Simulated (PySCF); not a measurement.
Consider C₇H₉O (SMILES CCOc1cc[cH-]c1) (charge −1).

The calculation's input:

```
{"job": {"kind": "nmr", "xc": "PBE0", "basis": "pcSseg-1", "pop": false}, "charge": -1, "multiplicity": 1}
C     -1.989700    -0.594200     1.493200
C     -2.381100    -0.693700    -0.001800
O     -1.242200    -0.412300    -0.971800
C      0.041000    -0.144700    -0.326500
C      0.305100     1.170500     0.159900
C      1.528100     1.147800     0.768200
C      2.034600    -0.209200     0.661800
C      1.085600    -0.957900    -0.000300
H     -1.080500    -1.117100     1.629500
H     -2.886900    -0.831500     2.166300
H     -1.840400     0.481900     1.865300
H     -2.699500    -1.737000    -0.217000
H     -2.975700     0.117000    -0.246000
H     -0.373400     1.915500    -0.238700
H      2.059700     2.083500     1.017500
H      2.932700    -0.660700     1.100000
H      1.250200    -1.973200    -0.236700
```

Launched as:

```sh
OMP_NUM_THREADS=1 python probes_run.py task.json out
```

Geometry: GFN2-xTB, MD frame at 250 fs, 600 K.

Computed with PySCF 2.14.0, PBE0/pcSseg-1, SCF density, gas phase, non-relativistic.

Question: What will maps of the electron density and electron localisation function show?

Answer: C–C (1.36 Å): ρ is about 2.1 e/Å³ halfway; the ELF peaks at about 0.95 between the atoms; localised, covalent bonding.
C–O (1.46 Å): the density is about 1.8 e/Å³ at the midpoint, with its minimum of 1.6 e/Å³ about 0.5 Å from C; the ELF peaks at about 0.90 between the atoms; a polar covalent bond.
C–H (1.06 Å): ρ at the midpoint is about 2 e/Å³; the ELF climbs to about 1 towards the hydrogen, as it does in any bond to H: a covalent bond by its length.
C–C (1.43 Å): the density is about 1.9 e/Å³ at the midpoint; the ELF peaks at about 0.95 between the atoms; localised, covalent bonding.

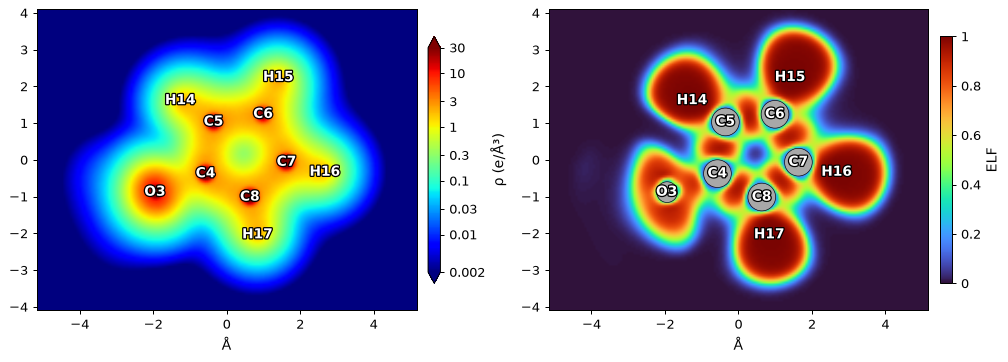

Computed electron density and electron localisation function on the plane of atoms O3, C4 and C8, in this order. Grey discs cover the atomic cores in the ELF map. 
